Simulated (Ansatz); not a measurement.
## Starting-point dependence of the GW gap of GaP (F-43m)

How much of the starting functional survives in the G0W0 gap of GaP (F-43m)?

Main program and level: Ansatz 0.2.0; G0W0 on several functionals, plane waves, PAW.

In doubt: masses and optical values from hybrid runs of this build are listed as unsure (step 4), which bears on the screening that GW takes from such a start.

## Step 1: The structure

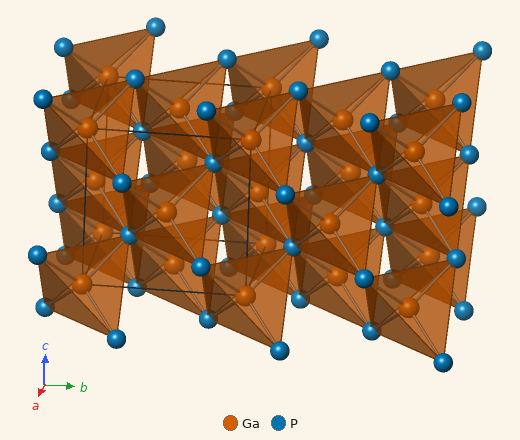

The cell as given, slightly off an axis (gallium orange, phosphorus blue). 1×2×1 cells are drawn. This picture shows the conventional cell, with its axes. Some periodic images of atoms are drawn too.

As a file:

```cif
data_structure
_symmetry_space_group_name_H-M 'P 1'
_symmetry_Int_Tables_number 1
_cell_length_a 3.8541
_cell_length_b 3.8541
_cell_length_c 3.8541
_cell_angle_alpha 60.000
_cell_angle_beta 60.000
_cell_angle_gamma 60.000
_cell_volume 40.48
loop_
_atom_site_label
_atom_site_type_symbol
_atom_site_fract_x
_atom_site_fract_y
_atom_site_fract_z
_atom_site_occupancy
Ga1 Ga 0.00000 0.00000 0.00000 1
P2 P 0.25000 0.25000 0.25000 1
```

The cell and positions come from the Crystallography Open Database and are kept as given unless a step says otherwise. The default PAW set here is soft_2. Its files were made with PBE.

## Step 2: G0W0 on LDA

G0W0 replaces the xc potential by the self-energy, built once from these orbitals. Only a window of levels is corrected, while the sums run over the empty bands that the input names.

This step: G0W0 on LDA, plane waves, PAW.

File input.yaml:

```yaml
crystal:
  lattice:
    - [0.0, 2.72525, 2.72525]
    - [2.72525, 0.0, 2.72525]
    - [2.72525, 2.72525, 0.0]
  atoms:
    - { symbol: Ga, position: [0.0, 0.0, 0.0] }
    - { symbol: P, position: [0.25, 0.25, 0.25] }
kpoints:
  mp_grid: { grid: [6, 6, 6] }
hamiltonian:
  xc: lda
scf:
  occupations: { method: fixed }
gw:
  n_empty_bands: 120
  ecut_chi: 120
  qp_bands: [v2, c2]
  qp_kpoints: band_edges
  screening: { model: contour_deformation }
```

Command:

```sh
ansatz run input.yaml --threads 3 --pin off --max-ram 64512MiB --backend cuda --events-out ev --progress --plain --runs-dir out --devices 1 --max-vram 24GiB  # rebuilt from the run's record
```

Numbers of over 12 decimals in the logs are rounded to 6 here.

Output:

```text
GPUs: using 1 of 1 available (devices: 1).
Engine: ansatz 0.2.0, x86_64-unknown-linux-gnu
Pseudopotentials: kind: paw
Pseudopotential: Ga, paw, valence charge 13, recommended cutoff 420 eV (normal), Ga.paw.azcp
Pseudopotential: P, paw, valence charge 5, recommended cutoff 420 eV (normal), P.paw.azcp
Functional definition: SPW92
  exchange = slater_x
  correlation = pw_c
device memory: the entry about to start is reckoned to put 0.4 GiB on a device that reports 70.8 GiB free (of which the cap on the GPU budget leaves the run 24.0 GiB)
GPU FFT provider: cuFFT
GPU libraries: cuBLAS 13.8.2, cuFFT 12.4.0, cuSOLVER 12.3.4
Crystal: 2 atoms, lattice volume = 40.481 Å³
Basis set: ecut = 420 eV, 749 PW (Γ)
Bands: 13, of which v1, the nominal top of the filled ones, is band 9 counted from 1 (8 counted from 0)
Symmetry: 24 space group operations
Space group: F-43m (ITA 216), of the structure as read, at distance tolerance 3.4e-5 Å
k-points: 16 of 216 (time reversal used)
Non-local potential: Ga, projectors of the file, l = 0: 2, l = 1: 2, l = 2: 3, l = 3: 1
Non-local potential: P, projectors of the file, l = 0: 2, l = 1: 2, l = 2: 2
PAW form: soft (Blöchl's): semilocal exchange-correlation on the pseudo side does not see the compensation charge
PAW frozen core: Ga, regenerated for the run's functional, and the local potential with it (the file was generated under x = pbe(κ = 0.804, μ = 0.219515), c = pbe(β = 0.066725))
PAW frozen core: P, regenerated for the run's functional, and the local potential with it (the file was generated under x = pbe(κ = 0.804, μ = 0.219515), c = pbe(β = 0.066725))
PAW one-centre angular grid: Ga, 590 points (default); XC on 64 Gauss nodes
PAW one-centre angular grid: P, 110 points (default); XC on 64 Gauss nodes
Initial density: superposition of atomic densities (neutral atoms: chi_scale 0, normalization atom), corrected by the library's trained network
Initial wavefunctions: pseudopotential atomic-orbital guess
GPU buffer pool allocated for 19683 grid points (all kernels)
GPU transforms: local potential and band sums: pruned to the plane-wave sphere, on 25×25×25
Functional: x = slater, c = lda
SCF iter   1: F=—  HF=-4433.744214 eV  |F-HF|=—  |Δ(HF+E_count)|=         —  Δρ=6.00e-3  dr2=1.48e-2  ethr=1.77e-3  ⟨swp⟩=4.9  Hψ=1116  notcnv=0  defer=27
preconditioner: auto → none  [insulator: Δε(μ)=1.435 eV  Ē_g=15.498 eV  n_scr=14 (ndim 8)  ℏωp=24.8 eV  f_vac=0.011  ε∞_Penn≈3.6]
SCF iter   2: F=—  HF=-4433.739058 eV  |F-HF|=—  |Δ(HF+E_count)|=   5.16e-3  Δρ=2.95e-3  dr2=1.53e-3  ethr=8.21e-5  ⟨swp⟩=2.9  Hψ=430  notcnv=0  defer=29
SCF iter   3: F=—  HF=-4433.738646 eV  |F-HF|=—  |Δ(HF+E_count)|=   4.12e-4  Δρ=9.33e-4  dr2=2.65e-4  ethr=8.52e-6  ⟨swp⟩=2.6  Hψ=403  notcnv=0  defer=30
SCF iter   4: F=—  HF=-4433.738548 eV  |F-HF|=—  |Δ(HF+E_count)|=   9.81e-5  Δρ=3.52e-4  dr2=2.28e-5  ethr=1.47e-6  ⟨swp⟩=2.0  Hψ=390  notcnv=0  defer=25
iter 5 did not close the SCF: its close was put off for the readings that it lacked (scf_convergence_deferred on its scf_iter line)
SCF iter   5: F=-4433.738545 eV  HF=-4433.738545 eV  |F-HF|=1.30e-8  |Δ(HF+E_count)|=   2.22e-6  Δρ=1.82e-5  dr2=9.46e-8  ethr=1.27e-7  ⟨swp⟩=2.6  Hψ=358  notcnv=0  defer=20
SCF iter   6: F=-4433.738545 eV  HF=-4433.738545 eV  |F-HF|=1.82e-9  |Δ(HF+E_count)|=   9.70e-9  Δρ=3.27e-6  dr2=3.69e-9  ethr=5.26e-10  ⟨swp⟩=5.1  Hψ=1159  notcnv=0
SCF 1 converged in 6 iterations: F = -4433.738545 eV  dr2 = 3.69e-9
  greatest PAW one-centre occupation: 0.994 electrons in one spin orbital (limit 2), on the Ga atom at site 0 (counted from 0), in its partial waves of l = 2
device memory: the entry about to start is reckoned to put 0.5 GiB on a device that reports 70.8 GiB free (of which the cap on the GPU budget leaves the run 24.0 GiB)
NSCF: frozen V_eff on 16 k-points, pencils in batches of 32, up to order 52
the band table was solved once the SCF had ended and its energy, with any forces and stress, was formed, with the checks that follow a solve (1240 applications of the Hamiltonian). They found nothing against the state; the energy, forces and stress were not computed again (output.eigenvalues in the input reference)
device memory: the entry about to start is reckoned to put 2.0 GiB on a device that reports 70.8 GiB free (of which the cap on the GPU budget leaves the run 24.0 GiB)
NSCF: frozen V_eff on 16 k-points
G₀W₀ screening: q 1/16
[... further progress lines ...]
device memory: the entry about to start is reckoned to put 0.3 GiB on a device that reports 70.7 GiB free (of which the cap on the GPU budget leaves the run 24.0 GiB)
NSCF: frozen V_eff on 1 k-points
device memory: the entry about to start is reckoned to put 0.3 GiB on a device that reports 70.7 GiB free (of which the cap on the GPU budget leaves the run 24.0 GiB)
NSCF: frozen V_eff on 1 k-points
SCF converged after 6 iterations
Free energy (F): -4433.738545 eV
Harris-Foulkes:  -4433.738545 eV  (|F-HF|=1.82e-9)
Internal energy: -4433.738545 eV  (E = F + TS)
E sigma→0 (E₀):  -4433.738545 eV
Fermi energy:    6.848016 eV
--- Per-component energies (eV) ---
  E_band       = -64.404472
  E_kinetic    = 186.696809
  E_local      = -2206.027569  (includes V_loc(G=0)·N_el)
  E_nonlocal   = 462.041017
  E_hartree    = 1017.480778
  E_xc         = -130.094115
  E_vxc        = -119.631427  (∫ρ·V_xc dr)
  E_paw        = -2453.036237  (= ΣΔE_a)
  E_vpaw       = -422.446184  (= ΣTr[D̂ρ^β])
  E_aug_tail   = -0.000117  (compensation charges beyond the density's cutoff)
  E_ewald      = -1312.644944
  E_core_change = 1.845831  (= ΣΔE_core)
  E_smearing   = -0.000000  (= −TS)
  E_closure    = -0.000000  (closes the sum)
  Σ components = -4433.738545   (vs F -4433.738545, Δ=0.00e0)
--- Band table (eV; the first three rows and the last of 16) ---
  k-point 0: bands = [... 5 lower, -5.6732, 6.8480, 6.8480, 6.8480, 8.4544, 10.6292, 10.6292, 10.6292]
  k-point 1: bands = [... 5 lower, -5.3171, 4.4042, 6.4703, 6.4703, 9.0909, 11.1818, 11.1818, 11.7258]
  k-point 2: bands = [... 5 lower, -4.3650, 1.5694, 5.9296, 5.9296, 8.5719, 11.5617, 11.5617, 14.2503]
  k-point 15: bands = [... 5 lower, -2.6005, 0.1418, 3.4274, 3.5340, 10.1911, 10.3706, 14.2598, 14.2846]
--- G₀W₀: contour deformation, 7 samples at zero and on the imaginary axis and 2 off it, 216 q-points, 120 empty bands' worth ---
  eigenvalues of the whole cell's RPA ε∞ on this k-mesh (on a slab, of 1 + 4πα/V) = 13.6143, 13.6143, 13.6143; static W/v taken at q = 0 is 0.073452
  bands read: the sum over 129 bands ends inside a degenerate multiplet in 1 slot, whose members it reads at an even weight; the widest, k=3: bands 129 to 130 (counted from 1) at 1/2 each
  gw.qp_kpoints: band_edges: 9 of 16 stored k-points solved, in 1 pass; an edge of the gap read off the rows below is read off those points alone
    valence top: of the k-points left out ik 8 came nearest to being solved in a further pass, in band 9 (counted from 1, as in the quasiparticle table): it holds the edge there only if its correction is more favourable than any solved in that band by at least 0.519 eV; those differ by 0.083 eV
    conduction bottom: of the k-points left out ik 11 came nearest to being solved in a further pass, in band 10 (counted from 1, as in the quasiparticle table): it holds the edge there only if its correction is more favourable than any solved in that band by at least 0.869 eV; those differ by 0.397 eV
    ik  band        ε_KS         Σx   Σc(E_QP)       V_xc       Z   E_QP_lin       E_QP  E_QP is
     0     8      6.8480   -17.0973     1.1456   -15.5989  0.7632     6.4939     6.4953  root
     0     9      6.8480   -17.0973     1.1456   -15.5989  0.7632     6.4939     6.4953  root
     0    10      8.4544   -10.9392    -4.1636   -15.7334  0.7756     9.0899     9.0850  root
     0    11     10.6292    -7.5227    -4.4380   -12.4040  0.7701    11.0756    11.0725  root
     1     8      6.4703   -16.7751     1.2344   -15.1816  0.7619     6.1097     6.1112  root
     1     9      6.4703   -16.7751     1.2344   -15.1816  0.7619     6.1097     6.1112  root
     1    10      9.0909    -9.5842    -4.1890   -14.3168  0.7746     9.6383     9.6344  root
     1    11     11.1818    -7.6581    -4.6169   -12.7185  0.7621    11.6289    11.6253  root
     2     8      5.9296   -16.5859     1.4457   -14.7589  0.7584     5.5464     5.5483  root
     2     9      5.9296   -16.5859     1.4457   -14.7589  0.7584     5.5464     5.5483  root
     2    10      8.5719    -9.3532    -4.0241   -13.8820  0.7795     9.0797     9.0766  root
     2    11     11.5617    -7.2698    -4.7308   -12.4154  0.7588    11.9797    11.9766  root
     3     8      5.7170   -16.5521     1.5375   -14.6234  0.7568     5.3237     5.3258  root
     3     9      5.7170   -16.5521     1.5375   -14.6234  0.7568     5.3237     5.3258  root
     3    10      8.3439    -9.4684    -3.9533   -13.9158  0.7806     8.8408     8.8380  root
     3    11     11.4672    -7.0537    -4.6740   -12.1202  0.7619    11.8627    11.8598  root
     4     8      5.8297   -16.3329     1.4211   -14.5345  0.7584     5.4504     5.4523  root
     4     9      5.8297   -16.3329     1.4211   -14.5345  0.7584     5.4504     5.4523  root
     4    10      9.4944    -7.9680    -4.1704   -12.5755  0.7765     9.9341     9.9314  root
     4    11     10.4769    -9.4395    -4.4551   -14.3750  0.7638    10.9612    10.9572  root
     6     8      4.2332   -15.9985     1.9199   -13.6988  0.7421     3.8504     3.8533  root
     6     9      5.2040   -16.2687     1.7018   -14.1602  0.7525     4.7948     4.7974  root
     6    10      9.4423    -8.6480    -4.1481   -13.2219  0.7755     9.8706     9.8681  root
     6    11     11.4017    -7.5368    -4.7300   -12.6713  0.7564    11.8093    11.8062  root
[...]
10     8      3.4890   -15.5232     2.3053   -12.7930  0.7281     3.0600     3.0642  root
    10     9      4.4438   -16.0423     2.0053   -13.6075  0.7435     4.0108     4.0143  root
    10    10      8.7537    -7.4733    -3.9379   -11.7268  0.7850     9.0705     9.0693  root
    10    11     10.2560    -7.7022    -4.3907   -12.4601  0.7697    10.6254    10.6231  root
    12     8      4.1370   -15.9714     2.1314   -13.4040  0.7393     3.6970     3.7010  root
    12     9      4.1370   -15.9714     2.1314   -13.4040  0.7393     3.6970     3.7010  root
    12    10      8.3393    -6.9520    -3.8068   -10.9927  0.7905     8.5738     8.5731  root
    12    11      8.5213    -7.9372    -3.9197   -12.2209  0.7830     8.8869     8.8853  root
```

Run time: 10 s. Hardware: 1 × NVIDIA H100 80GB HBM3 (shared by 3 runs) with 3 threads of AMD EPYC 7R13 (Zen 3), shared host; peak memory 1.1 GiB; 15 s of CPU time.

Numbers from this step:

```
bands summed                                 : 129
RPA ε∞ on this mesh (eigenvalues)            : 13.61, 13.61, 13.61
plane waves in the screening matrix          : 113
q-points in the mesh                         : 216
G0W0 gap on the mesh                         : 2.078 eV
k of the valence top                         : 0, 0, 0
k of the conduction bottom                   : 0, -0.5, -0.5
starting gap on the mesh                     : 1.491 eV
Z at the valence top                         : 0.7632
Z at the conduction bottom                   : 0.7905
least direct G0W0 gap on the computed points : 2.590 eV
```

The gap on the mesh goes from 1.49 eV to 2.08 eV, a correction of +0.59 eV. Between the two edge states, bare exchange in place of the xc potential would open the gap by 5.54 eV, and correlation takes back 4.95 eV.

## Step 3: G0W0 on PBE

One-shot GW remembers its start. Another functional's orbitals and levels show by how much.

This step: G0W0 on PBE, plane waves, PAW.

Edit input.yaml of step 2 so:

```diff
@@ -11,3 +11,3 @@
 hamiltonian:
-  xc: lda
+  xc: pbe
 scf:
```

Output:

```text
GPUs: using 1 of 1 available (devices: 1).
[...]
GPU FFT provider: cuFFT
GPU libraries: cuBLAS 13.8.2, cuFFT 12.4.0, cuSOLVER 12.3.4
Crystal: 2 atoms, lattice volume = 40.481 Å³
Basis set: ecut = 420 eV, 749 PW (Γ)
Bands: 13, of which v1, the nominal top of the filled ones, is band 9 counted from 1 (8 counted from 0)
[... 1 set-up line as in the run before ...]
[...]
k-points: 16 of 216 (time reversal used)
[...]
GPU buffer pool allocated for 19683 grid points (all kernels)
[...]
SCF iter   1: F=—  HF=-4539.535097 eV  |F-HF|=—  |Δ(HF+E_count)|=         —  Δρ=1.41e-3  dr2=8.77e-4  ethr=1.77e-3  ⟨swp⟩=4.9  Hψ=1113  notcnv=0  defer=27
[...]
SCF iter   7: F=-4539.534179 eV  HF=-4539.534179 eV  |F-HF|=5.06e-9  |Δ(HF+E_count)|=   8.47e-9  Δρ=5.15e-6  dr2=4.73e-9  ethr=5.56e-10  ⟨swp⟩=6.5  Hψ=977  notcnv=0
SCF 1 converged in 7 iterations: F = -4539.534179 eV  dr2 = 4.73e-9
[...]
NSCF: frozen V_eff on 16 k-points, pencils in batches of 32, up to order 52
[...]
NSCF: frozen V_eff on 16 k-points
G₀W₀ screening: q 1/16
[... further progress lines ...]
[...]
SCF converged after 7 iterations
Free energy (F): -4539.534179 eV
[...]
Internal energy: -4539.534179 eV  (E = F + TS)
E sigma→0 (E₀):  -4539.534179 eV
Fermi energy:    7.092276 eV
[...]
--- Band table (eV; the first three rows and the last of 16) ---
  k-point 0: bands = [... 5 lower, -5.4013, 7.0923, 7.0923, 7.0923, 8.9192, 10.9731, 10.9731, 10.9731]
  k-point 1: bands = [... 5 lower, -5.0450, 4.7047, 6.7210, 6.7210, 9.5048, 11.5213, 11.5213, 12.1169]
  k-point 2: bands = [... 5 lower, -4.0976, 1.8834, 6.1848, 6.1848, 8.9896, 11.8980, 11.8980, 14.6886]
  k-point 15: bands = [... 5 lower, -2.3653, 0.4835, 3.7157, 3.8281, 10.5677, 10.7368, 14.6373, 14.6610]
[...]
0     8      7.0923   -17.1451     1.2318   -15.3974  0.7655     6.5735     6.5764  root
     0     9      7.0923   -17.1451     1.2318   -15.3974  0.7655     6.5735     6.5764  root
     0    10      8.9192   -10.7830    -4.1215   -15.2486  0.7783     9.2646     9.2633  root
     0    11     10.9731    -7.4617    -4.3468   -12.0235  0.7731    11.1888    11.1881  root
     1     8      6.7210   -16.8281     1.3210   -14.9763  0.7642     6.1868     6.1901  root
     1     9      6.7210   -16.8281     1.3210   -14.9763  0.7642     6.1868     6.1901  root
     1    10      9.5048    -9.4840    -4.1323   -13.9025  0.7772     9.7919     9.7910  root
     1    11     11.5213    -7.5906    -4.5204   -12.3376  0.7660    11.7487    11.7479  root
[...]
12     8      4.4071   -16.0064     2.2095   -13.1652  0.7421     3.7677     3.7755  root
    12     9      4.4071   -16.0064     2.2095   -13.1652  0.7421     3.7677     3.7755  root
    12    10      8.7432    -6.9016    -3.7351   -10.5886  0.7928     8.6952     8.6952  root
    12    11      8.9127    -7.9321    -3.8481   -11.8951  0.7851     9.0277     9.0275  root
```

Elapsed: 7.8 s, on 1 × NVIDIA H100 80GB HBM3 (shared by 3 runs) with 3 threads; peak memory 1.1 GiB; 11 s of CPU time.

This step gave:

| Item | Value |
| --- | --- |
| bands summed | 129 |
| RPA ε∞ on this mesh (eigenvalues) | 12.17, 12.17, 12.17 |
| plane waves in the screening matrix | 113 |
| q-points in the mesh | 216 |
| G0W0 gap on the mesh | 2.119 eV |
| k of the valence top | 0, 0, 0 |
| k of the conduction bottom | 0, -0.5, -0.5 |
| starting gap on the mesh | 1.651 eV |
| Z at the valence top | 0.7655 |
| Z at the conduction bottom | 0.7928 |
| least direct G0W0 gap on the computed points | 2.687 eV |

Against the run with 6×6×6 mesh, 120 empty bands, screening to 120 eV on LDA, the gap moves by +0.04 eV, while the start moved by +0.16 eV.

## Step 4: G0W0 on HSE06

This step: G0W0 on HSE06, plane waves, PAW.

Edit input.yaml of step 3 so:

```diff
@@ -11,3 +11,3 @@
 hamiltonian:
-  xc: pbe
+  xc: hse06
 scf:
```

Output:

```text
GPUs: using 1 of 1 available (devices: 1).
[...]
davidson cushion auto → on  (no smearing: the cushion is to keep the highest requested band from converging to the state above it; pin scf.eigensolver.cushion to override)
[...]
GPU FFT provider: cuFFT
GPU libraries: cuBLAS 13.8.2, cuFFT 12.4.0, cuSOLVER 12.3.4
Crystal: 2 atoms, lattice volume = 40.481 Å³
Basis set: ecut = 420 eV, 749 PW (Γ)
[...]
1    10      9.9845    -9.0584    -4.0280   -13.1420  0.8011    10.0402    10.0402  root
     1    11     12.0077    -7.3676    -4.3043   -11.6707  0.7916    12.0066    12.0066  root
[...]
12     8      3.7256   -15.9954     2.0106   -13.7785  0.7704     3.5186     3.5192  root
    12     9      3.7256   -15.9954     2.0106   -13.7785  0.7704     3.5186     3.5192  root
    12    10      8.9419    -6.5831    -3.6359   -10.1126  0.8146     8.8355     8.8354  root
    12    11      9.2167    -7.5490    -3.7391   -11.2819  0.8089     9.2105     9.2105  root
[key lines of the parts left out:]
Free energy (F): -4540.599184 eV
Fermi energy:    6.652624 eV
```

Wall time 17 s (1 × NVIDIA H100 80GB HBM3 (shared by 3 runs) with 3 threads); peak memory 1.4 GiB; 25 s of CPU time.

This step gave:

```yaml
bands_summed: 129
rpa_eps_infinity_on_this_mesh_eigenvalues: 8.516, 8.516, 8.516
plane_waves_in_the_screening_matrix: 113
g0w0_gap_on_the_mesh: 2.415 eV
k_of_the_valence_top: 0, 0, 0
k_of_the_conduction_bottom: 0, -0.5, -0.5
starting_gap_on_the_mesh: 2.289 eV
least_direct_g0w0_gap_on_the_computed_points: 3.109 eV
```

Against the run with 6×6×6 mesh, 120 empty bands, screening to 120 eV on PBE, the gap moves by +0.30 eV, while the start moved by +0.64 eV.

## Step 5: Side by side

All on the 6×6×6 mesh with 120 empty bands and screening to 120 eV. Times are wall times on 1 × NVIDIA H100 80GB HBM3 (shared by 3 runs) with 3 threads of AMD EPYC 7R13 (Zen 3), shared host, good to a factor of about two.

```tsv
start	starting gap (eV)	shift (eV)	G0W0 gap (eV)	RPA ε∞ (harmonic mean)	Z (valence, conduction)	time
LDA	1.49	+0.59	2.08	13.61	0.76, 0.79	10 s
PBE	1.65	+0.47	2.12	12.17	0.77, 0.79	7.8 s
HSE06	2.29	+0.13	2.41	8.52	0.79, 0.81	17 s
```

How the two edges are built up, in eV (the quasiparticle level is the starting level plus Σx plus Σc less Vxc):

```tsv
run	edge	start	Σx	Σc	Vxc	Z	QP
LDA	valence top	6.85	-17.10	1.15	-15.60	0.76	6.50
LDA	conduction bottom	8.34	-6.95	-3.81	-10.99	0.79	8.57
PBE	valence top	7.09	-17.15	1.23	-15.40	0.77	6.58
PBE	conduction bottom	8.74	-6.90	-3.74	-10.59	0.79	8.70
HSE06	valence top	6.65	-17.04	1.18	-15.63	0.79	6.42
HSE06	conduction bottom	8.94	-6.58	-3.64	-10.11	0.81	8.84
```

For a hybrid start, Vxc holds its share of exact exchange.

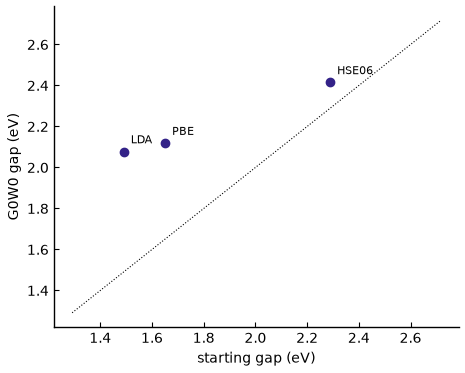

G0W0 gap against starting gap; on the dotted line the correction would vanish.

## Step 6: Outcome

* G0W0@LDA: 2.08 eV (start 1.49 eV)
* G0W0@PBE: 2.12 eV (start 1.65 eV)
* G0W0@HSE06: 2.41 eV (start 2.29 eV)
* known limits: not at the basis limit; no spin-orbit coupling

**Reading.** The starting gaps span 0.80 eV and the G0W0 gaps 0.34 eV. Between LDA and HSE06, 0.34 eV of the 0.80 eV survives, 42 %. HSE06 screens less than LDA (ε∞ 8.52 against 13.61). Of the 0.34 eV by which its G0W0 gap is higher, the correlation part gives +0.14 eV, and exchange with the one-particle terms, which follow the orbitals, +0.20 eV. The smallest correction, +0.13 eV, is on HSE06, the start nearest to reproducing itself. Bands and cutoff are finite, so the gap is not at the basis limit. The miss can reach some tenths of an eV and take either sign; the mesh is an error of its own. The many-body steps are scalar-relativistic: spin-orbit coupling is not in them.

[Paths, hosts, dates, memory and timing lines, banners, echoed tables and standing remarks are left out of the program output.]

[Logs are printed without paths, hosts, clocks, repeated set-up lines and the standing remarks that a program may print on its own settings, such as how far it seeks lower states.]

[Runs of the session that timed out or met a known fault of the program may be left out.]

[Cells called generated may have been cut or substituted from an entry of the Crystallography Open Database or the Materials Project.]

[Hosts, paths, dates, database ids (printed as entryN), source tags and the programs' standing remarks are cut or masked in the printed files.]
